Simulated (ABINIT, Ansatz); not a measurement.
# Cs2NaAlH6 (Fm-3m): G0W0 on several meshes in ABINIT

How does the mesh move the gap of Cs2NaAlH6 (Fm-3m)?

Main program and level: ABINIT 10.8.3; LDA and many-body steps on it, plane waves.

## 1. Starting point

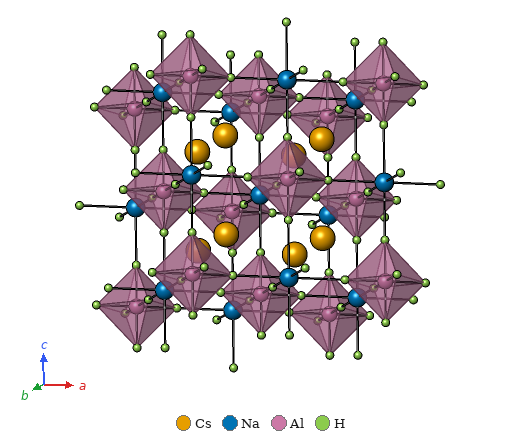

The cell as given, slightly off an axis (caesium orange, sodium blue, aluminium pink, hydrogen green). This picture shows the conventional cell, with its axes. Some periodic images of atoms are drawn too.

The cell and positions are those that the Materials Project relaxed with its own functionals (PBE, PBE+U or r2SCAN), kept fixed. Spin-orbit coupling is left out unless a step names it.

## 2. Empty states on the mesh, 2×2×2 mesh, 304 bands

This step: ABINIT 10.8.3; DFT, LDA, plane waves, norm-conserving pseudopotentials.

The sums over transitions need many empty states on a uniform mesh; this step solves for them.

File run.abi:

```
acell 3*1.0 Angstrom
rprim 
  -0.000000000000 4.312959000000 4.312959000000
  4.312959000000 -0.000000000000 4.312959000000
  4.312959000000 4.312959000000 -0.000000000000
ntypat 4
znucl 55 11 13 1
natom 10
typat 1 1 2 3 4 4 4 4 4 4
xred 
  0.250000000000 0.250000000000 0.250000000000
  0.750000000000 0.750000000000 0.750000000000
  0.500000000000 0.500000000000 0.500000000000
  -0.000000000000 -0.000000000000 0.000000000000
  0.208755000000 0.791245000000 0.791245000000
  0.208755000000 0.791245000000 0.208755000000
  0.791245000000 0.208755000000 0.791245000000
  0.791245000000 0.791245000000 0.208755000000
  0.208755000000 0.208755000000 0.791245000000
  0.791245000000 0.208755000000 0.208755000000
pp_dirpath "pseudos"
pseudos "Cs.upf, Na.upf, Al.upf, H.upf"
ecut 38
ngkpt 2 2 2
nshiftk 1
shiftk 0 0 0
kptopt 1
chksymbreak 0
iscf -2
irdden 1
istwfk *1
nband 304
nbdbuf 26
tolwfr 1e-09
nstep 60
prtvol 0
indata_prefix "in"
outdata_prefix "out"
tmpdata_prefix "tmp"
```

On the command line:

```bash
> OMP_NUM_THREADS=1 mpirun -n 4 abinit run.abi > log
```

Numbers of over 12 decimals in the logs are rounded to 6 here.

The log of the run:

```text
.Version 10.8.3 of ABINIT. v10.8.2 released Aug 2026.

 Symmetries : space group Fm -3 m (#225); Bravais cF (face-center cubic)
[... echo of the input left out ...]
== DATASET  1 ==================================================================
-   mpi_nproc: 4, omp_nthreads: 1 (-1 if OMP is not activated)
-    --> not optimal distribution: autoparal keyword recommended in input file <--

--- !DatasetInfo
iteration_state: {dtset: 1, }
dimensions: {natom: 10, nkpt: 3, mband: 304, nsppol: 1, nspinor: 1, nspden: 1, mpw: 12150, }
cutoff_energies: {ecut:  38.0, pawecutdg:  -1.0, }
[...]
2.79269    2.79270    2.79270    2.79788    2.79788    2.79788    2.79960    2.79960
   2.79960    2.83174    2.83176    2.85087    2.85092    2.85132    2.86119    2.89685
 prteigrs : prtvol=0 or 1, do not print more k-points.

== END DATASET(S) ==============================================================
================================================================================

 -outvars: echo values of variables after computation  --------
            nband         304
             nkpt           3
          spgroup         225
 [... the other variables as echoed above ...]

 Calculation completed.
```

It took 6 min on 4 MPI ranks of Arm Neoverse N1, shared host; peak memory 0.68 GiB; 24 min of CPU time.

Numbers from this step:

```yaml
gap: 1.756 eV
k_of_the_valence_top: 0.5, 0.5, 0
k_of_the_conduction_bottom: 0, 0, 0
least_direct_gap: 2.221 eV
k_points_computed: 3
lowest_point_of_the_top_converged_band_above_the_valence_top: 70.9311 eV
```

On this mesh the gap is 1.756 eV.

The density comes from a self-consistent run that is not shown.

## 3. Screening, 2×2×2 mesh, 124 bands, screening to 114.3 eV

The RPA dielectric matrix is built and inverted for each q.

This step: RPA screening on LDA, plane waves, norm-conserving pseudopotentials.

Edit run.abi of step 2 so:

```diff
@@ -28,10 +28,11 @@
 chksymbreak 0
-iscf -2
-irdden 1
 istwfk *1
-nband 304
-nbdbuf 26
-tolwfr 1e-09
-nstep 60
-prtvol 0
+occopt 1
+irdwfk 1
+optdriver 3
+nband 124
+ecuteps 4.2
+inclvkb 2
+awtr 1
+symchi 1
 indata_prefix "in"
```

The log of the run:

```text
.Version 10.8.3 of ABINIT. v10.8.2 released Aug 2026.

 Symmetries : space group Fm -3 m (#225); Bravais cF (face-center cubic)
[... echo of the input left out ...]
== DATASET  1 ==================================================================
-   mpi_nproc: 4, omp_nthreads: 1 (-1 if OMP is not activated)

--- !DatasetInfo
iteration_state: {dtset: 1, }
dimensions: {natom: 10, nkpt: 3, mband: 124, nsppol: 1, nspinor: 1, nspden: 1, mpw: 12150, }
cutoff_energies: {ecut:  38.0, pawecutdg:  -1.0, }
electrons: {nelect:   3.60000000E+01, charge:   0.00000000E+00, occopt:   1.00000000E+00, tsmear:   1.00000000E-02, }

 SCREENING: Calculation of the susceptibility and dielectric matrices

 Based on a program developped by R.W. Godby, V. Olevano, G. Onida, and L. Reining.
 Incorporated in ABINIT by V. Olevano, G.-M. Rignanese, and M. Torrent.
.Using double precision arithmetic ; gwpc =  8

[... cell and pseudopotentials left out ...]
--------------------------------------------------------------------------------

 ==== K-mesh for the wavefunctions ====
 Number of points in the irreducible wedge :     3
[... list of points left out ...]
 Together with 48 symmetry operations and time-reversal symmetry
 yields     8 points in the full Brillouin Zone.

 ==== Q-mesh for the screening function ====
 Number of points in the irreducible wedge :     3
[... list of points left out ...]
 Together with 48 symmetry operations and time-reversal symmetry
 yields     8 points in the full Brillouin Zone.

 setmesh: FFT mesh size selected  =    45x   45x   45
          total number of points  =        91125

 vcoul_init : cutoff-mode = AUXILIARY_FUNCTION
 q-points for optical limit:   1
     1)      0.000010    0.000020    0.000030

- screening: taking advantage of time-reversal symmetry
- Maximum band index for partially occupied states nbvw = 18
- Remaining bands to be divided among processors   nbcw = 106
- Number of bands treated by each node ~26

 Number of electrons calculated from density =   36.0000; Expected =   36.0000
 average of density, n =  0.033247
 r_s =    1.9292
 omega_plasma =   17.5886 [eV]

 calculating chi0 at frequencies [eV] :
  1    0.000000E+00    0.000000E+00
  2    0.000000E+00    1.758857E+01

--------------------------------------------------------------------------------
  q-point number  1        q = ( 0.000000, 0.000000, 0.000000) [r.l.u.]
--------------------------------------------------------------------------------
[... chi0 elements left out ...]
 For q-point:  0.000010 0.000020 0.000030
  dielectric constant =   4.3816
  dielectric constant without local fields =   5.0376

  Average fulfillment of the sum rule on Im[epsilon] for q-point    1 :     62.97  [%]
[... wings left out ...]
  q-point number  2        q = ( 0.500000, 0.000000, 0.000000) [r.l.u.]
--------------------------------------------------------------------------------
[... chi0 elements left out ...]
  Average fulfillment of the sum rule on Im[epsilon] for q-point    2 :     69.67  [%]

 [... 1 further q-points ...]
```

It took 57 s on 4 MPI ranks; peak memory 2.2 GiB.

This step gave:

- ε∞ with local fields, on this mesh, along the program's q direction: 4.382
- the same without local fields: 5.038
- plasma frequency: 17.59 eV
- plane waves in the screening matrix: 459

Local fields lower ε∞ by 13 %. On a Γ-centred mesh this coarse the value itself is usually too large, while a short band sum pulls it down.

## 4. 2×2×2

The self-energy is evaluated for the states that the input lists, and the levels follow from it, in one-shot runs by the linearised quasiparticle equation.

This step: G0W0 on LDA, plane waves, norm-conserving pseudopotentials.

Edit run.abi of step 3 so:

```diff
@@ -31,8 +31,17 @@
 irdwfk 1
-optdriver 3
+optdriver 4
 nband 124
+gwcalctyp 0
+ecutsigx 38
+symsigma 1
+nkptgw 2
+kptgw 
+  0.5000000000 0.5000000000 0.0000000000
+  0.0000000000 0.0000000000 0.0000000000
+bdgw 
+  17 20
+  17 22
 ecuteps 4.2
-inclvkb 2
-awtr 1
-symchi 1
+irdscr 1
+ppmodel 1
 indata_prefix "in"
```

The log of the run:

```text
.Version 10.8.3 of ABINIT. v10.8.2 released Aug 2026.

 Symmetries : space group Fm -3 m (#225); Bravais cF (face-center cubic)
[... echo of the input left out ...]
== DATASET  1 ==================================================================
-   mpi_nproc: 4, omp_nthreads: 1 (-1 if OMP is not activated)

--- !DatasetInfo
iteration_state: {dtset: 1, }
dimensions: {natom: 10, nkpt: 3, mband: 124, nsppol: 1, nspinor: 1, nspden: 1, mpw: 12150, }
cutoff_energies: {ecut:  38.0, pawecutdg:  -1.0, }
electrons: {nelect:   3.60000000E+01, charge:   0.00000000E+00, occopt:   1.00000000E+00, tsmear:   1.00000000E-02, }

 SIGMA: Calculation of the GW corrections

 Based on a program developped by R.W. Godby, V. Olevano, G. Onida, and L. Reining.
 Incorporated in ABINIT by V. Olevano, G.-M. Rignanese, and M. Torrent.
.Using double precision arithmetic ; gwpc =  8

[... cell and pseudopotentials left out ...]
--------------------------------------------------------------------------------

 ==== K-mesh for the wavefunctions ====
 Number of points in the irreducible wedge :     3
[... list of points left out ...]
 Together with 48 symmetry operations and time-reversal symmetry
 yields     8 points in the full Brillouin Zone.

 ==== Q-mesh for screening function ====
 Number of points in the irreducible wedge :     3
[... list of points left out ...]
 Together with 48 symmetry operations and time-reversal symmetry
 yields     8 points in the full Brillouin Zone.

 vcoul_init : cutoff-mode = AUXILIARY_FUNCTION
 q-points for optical limit:   1
     1)      0.000010    0.000020    0.000030
 setmesh: FFT mesh size selected  =    64x   64x   64
          total number of points  =       262144

 Number of electrons calculated from density =   36.0000; Expected =   36.0000
 average of density, n =  0.033247
 r_s =    1.9292
 omega_plasma =   17.5886 [eV]

 === KS Band Gaps ===
  >>>> For spin  1
   Minimum direct gap =   2.2207 [eV], located at k-point      :   0.0000  0.0000  0.0000
   Fundamental gap    =   1.7564 [eV], Top of valence bands at :   0.5000  0.5000  0.0000
                                       Bottom of conduction at :   0.0000  0.0000  0.0000
 SIGMA fundamental parameters:
 PLASMON POLE MODEL  1
 number of plane-waves for SigmaX                12039
 number of plane-waves for SigmaC and W            459
 number of plane-waves for wavefunctions         12039
 number of bands                                   124
 number of independent spin polarizations            1
 number of spinorial components                      1
 number of k-points in IBZ                           3
 number of q-points in IBZ                           3
 number of symmetry operations                      48
 number of k-points in BZ                            8
 number of q-points in BZ                            8
 number of frequencies for dSigma/dE                 9
 frequency step for dSigma/dE [eV]                0.25
 number of omega for Sigma on real axis              0
 max omega for Sigma on real axis  [eV]           0.00
 zcut for avoiding poles [eV]                     0.10

 EPSILON^-1 parameters (SCR file):
 dimension of the eps^-1 matrix on file            459
 dimension of the eps^-1 matrix used               459
 number of plane-waves for wavefunctions         12039
 number of bands                                   124
 number of q-points in IBZ                           3
 number of frequencies                               2
 number of real frequencies                          1
 number of imag frequencies                          1

 matrix elements of self-energy operator (all in [eV])

 Perturbative Calculation

--- !SelfEnergy_ee
iteration_state: {dtset: 1, }
kpoint     : [   0.500,    0.500,    0.000, ]
spin       : 1
KS_gap     :    3.447
QP_gap     :    5.327
Delta_QP_KS:    1.880
data: !SigmaeeData |
     Band     E0 <VxcDFT>   SigX SigC(E0)      Z dSigC/dE  Sig(E)    E-E0       E
       17   0.877 -10.223 -12.979   1.886   0.792  -0.263 -10.912  -0.689   0.188
       18   1.987 -10.799 -13.728   2.013   0.788  -0.269 -11.522  -0.722   1.265
       19   5.434  -7.988  -3.458  -3.140   0.833  -0.200  -6.830   1.158   6.592
       20   6.366  -8.237  -3.582  -3.202   0.830  -0.205  -7.031   1.206   7.572

--- !SelfEnergy_ee
iteration_state: {dtset: 1, }
kpoint     : [   0.000,    0.000,    0.000, ]
spin       : 1
KS_gap     :    2.221
QP_gap     :    3.979
Delta_QP_KS:    1.758
data: !SigmaeeData |
     Band     E0 <VxcDFT>   SigX SigC(E0)      Z dSigC/dE  Sig(E)    E-E0       E
       17   1.523 -10.340 -13.117   1.913   0.790  -0.265 -11.023  -0.683   0.840
       18   1.523 -10.340 -13.117   1.913   0.790  -0.265 -11.023  -0.683   0.840
       19   3.744  -8.104  -3.888  -2.920   0.830  -0.205  -7.029   1.075   4.819
       20   7.544  -8.602  -3.839  -3.306   0.821  -0.218  -7.406   1.196   8.740
       21   7.544  -8.602  -3.839  -3.306   0.821  -0.218  -7.406   1.196   8.740
       22   7.544  -8.602  -3.839  -3.306   0.821  -0.218  -7.406   1.196   8.740

== END DATASET(S) ==============================================================
================================================================================

 -outvars: echo values of variables after computation  --------
           etotal      0.0000000000E+00
            nband         124
             nkpt           3
          spgroup         225
 [... the other variables as echoed above ...]

 Calculation completed.
```

Run time: 28 s. Hardware: 4 MPI ranks; peak memory 1.5 GiB.

Numbers from this step:

* G0W0 gap on the points computed: 3.554 eV
* starting gap on the mesh: 1.756 eV
* k of the valence top: 0.5, 0.5, 0
* k of the conduction bottom: 0, 0, 0
* Z at the valence top: 0.788
* Z at the conduction bottom: 0.83
* least direct G0W0 gap on the computed points: 3.979 eV

The gap on the mesh goes from 1.76 eV to 3.55 eV, a correction of +1.80 eV.

## 5. Empty states on the mesh, 4×4×4 mesh, 136 bands

This step: DFT, LDA, plane waves, norm-conserving pseudopotentials.

Edit run.abi of step 4 so:

```diff
@@ -23,3 +23,3 @@
 ecut 38
-ngkpt 2 2 2
+ngkpt 4 4 4
 nshiftk 1
@@ -28,20 +28,10 @@
 chksymbreak 0
+iscf -2
+irdden 1
 istwfk *1
-occopt 1
-irdwfk 1
-optdriver 4
-nband 124
-gwcalctyp 0
-ecutsigx 38
-symsigma 1
-nkptgw 2
-kptgw 
-  0.5000000000 0.5000000000 0.0000000000
-  0.0000000000 0.0000000000 0.0000000000
-bdgw 
-  17 20
-  17 22
-ecuteps 4.2
-irdscr 1
-ppmodel 1
+nband 136
+nbdbuf 12
+tolwfr 1e-09
+nstep 60
+prtvol 0
 indata_prefix "in"
```

The log of the run:

```text
.Version 10.8.3 of ABINIT. v10.8.2 released Aug 2026.

 Symmetries : space group Fm -3 m (#225); Bravais cF (face-center cubic)
[... echo of the input left out ...]
== DATASET  1 ==================================================================
-   mpi_nproc: 4, omp_nthreads: 1 (-1 if OMP is not activated)

--- !DatasetInfo
iteration_state: {dtset: 1, }
dimensions: {natom: 10, nkpt: 8, mband: 136, nsppol: 1, nspinor: 1, nspden: 1, mpw: 12180, }
cutoff_energies: {ecut:  38.0, pawecutdg:  -1.0, }
[...]
1.35803    1.35803    1.35803    1.36347    1.36347    1.36347    1.38601    1.38601
   1.38601    1.40272    1.40781    1.40781    1.40781    1.44054    1.50314    1.50314
 prteigrs : prtvol=0 or 1, do not print more k-points.

== END DATASET(S) ==============================================================
================================================================================

 -outvars: echo values of variables after computation  --------
            nband         136
             nkpt           8
          spgroup         225
 [... the other variables as echoed above ...]

 Calculation completed.
```

The job ended after 3.7 min (4 MPI ranks; peak memory 0.64 GiB; 15 min of CPU time).

This step gave:

* gap: 1.756 eV
* k of the valence top: 0.5, 0.5, 0
* k of the conduction bottom: 0, 0, 0
* least direct gap: 2.221 eV
* k points computed: 8
* lowest point of the top converged band, above the valence top: 35.11 eV

On this mesh the gap is 1.756 eV.

## 6. Screening, 4×4×4 mesh, 124 bands, screening to 114.3 eV

This step: RPA screening on LDA, plane waves, norm-conserving pseudopotentials.

Edit run.abi of step 5 so:

```diff
@@ -28,10 +28,11 @@
 chksymbreak 0
-iscf -2
-irdden 1
 istwfk *1
-nband 136
-nbdbuf 12
-tolwfr 1e-09
-nstep 60
-prtvol 0
+occopt 1
+irdwfk 1
+optdriver 3
+nband 124
+ecuteps 4.2
+inclvkb 2
+awtr 1
+symchi 1
 indata_prefix "in"
```

The log of the run:

```text
.Version 10.8.3 of ABINIT. v10.8.2 released Aug 2026.

 Symmetries : space group Fm -3 m (#225); Bravais cF (face-center cubic)
[... echo of the input left out ...]
== DATASET  1 ==================================================================
-   mpi_nproc: 4, omp_nthreads: 1 (-1 if OMP is not activated)

--- !DatasetInfo
iteration_state: {dtset: 1, }
dimensions: {natom: 10, nkpt: 8, mband: 124, nsppol: 1, nspinor: 1, nspden: 1, mpw: 12180, }
cutoff_energies: {ecut:  38.0, pawecutdg:  -1.0, }
electrons: {nelect:   3.60000000E+01, charge:   0.00000000E+00, occopt:   1.00000000E+00, tsmear:   1.00000000E-02, }

 SCREENING: Calculation of the susceptibility and dielectric matrices

 Based on a program developped by R.W. Godby, V. Olevano, G. Onida, and L. Reining.
 Incorporated in ABINIT by V. Olevano, G.-M. Rignanese, and M. Torrent.
.Using double precision arithmetic ; gwpc =  8

[... cell and pseudopotentials left out ...]
--------------------------------------------------------------------------------

 ==== K-mesh for the wavefunctions ====
 Number of points in the irreducible wedge :     8
[... list of points left out ...]
 Together with 48 symmetry operations and time-reversal symmetry
 yields    64 points in the full Brillouin Zone.

 ==== Q-mesh for the screening function ====
 Number of points in the irreducible wedge :     8
[... list of points left out ...]
 Together with 48 symmetry operations and time-reversal symmetry
 yields    64 points in the full Brillouin Zone.

 setmesh: FFT mesh size selected  =    45x   45x   45
          total number of points  =        91125

 vcoul_init : cutoff-mode = AUXILIARY_FUNCTION
 q-points for optical limit:   1
     1)      0.000010    0.000020    0.000030

- screening: taking advantage of time-reversal symmetry
- Maximum band index for partially occupied states nbvw = 18
- Remaining bands to be divided among processors   nbcw = 106
- Number of bands treated by each node ~26

 Number of electrons calculated from density =   36.0000; Expected =   36.0000
 average of density, n =  0.033247
 r_s =    1.9292
 omega_plasma =   17.5886 [eV]

 calculating chi0 at frequencies [eV] :
  1    0.000000E+00    0.000000E+00
  2    0.000000E+00    1.758857E+01

--------------------------------------------------------------------------------
  q-point number  1        q = ( 0.000000, 0.000000, 0.000000) [r.l.u.]
--------------------------------------------------------------------------------
[... chi0 elements left out ...]
 For q-point:  0.000010 0.000020 0.000030
  dielectric constant =   3.6580
  dielectric constant without local fields =   4.2335

  Average fulfillment of the sum rule on Im[epsilon] for q-point    1 :     62.92  [%]
[... wings left out ...]
  q-point number  2        q = ( 0.250000, 0.000000, 0.000000) [r.l.u.]
--------------------------------------------------------------------------------
[... chi0 elements left out ...]
  Average fulfillment of the sum rule on Im[epsilon] for q-point    2 :     74.84  [%]

 [... 6 further q-points ...]
```

Run time: 8.2 min. Hardware: 4 MPI ranks; peak memory 3.7 GiB; 33 min of CPU time.

Numbers from this step:

```yaml
eps_infinity_with_local_fields_on_this_mesh_along_the_program_s_q_direction: 3.658
the_same_without_local_fields: 4.234
plasma_frequency: 17.59 eV
plane_waves_in_the_screening_matrix: 459
```

(Part 1 of 2 ends here.)

[Paths, hosts, dates, memory and timing lines, banners, echoed tables and standing remarks are left out of the program output.]

[Logs are printed without paths, hosts, clocks, repeated set-up lines and the standing remarks that a program may print on its own settings, such as how far it seeks lower states.]

[Runs of the session that timed out or met a known fault of the program may be left out.]

[Hosts, paths, dates, database ids (printed as entryN), source tags and the programs' standing remarks are cut or masked in the printed files.]

[G0W0 gaps are taken among the corrected bands and points alone; a level outside them can change the order at an edge.]

[Where Ansatz stands beside ABINIT at settings called matched, ABINIT's density can come from a denser mesh and the files from another edition; pairs whose starting gaps differed by over 0.03 eV were left out, so agreement reads better than it is.]
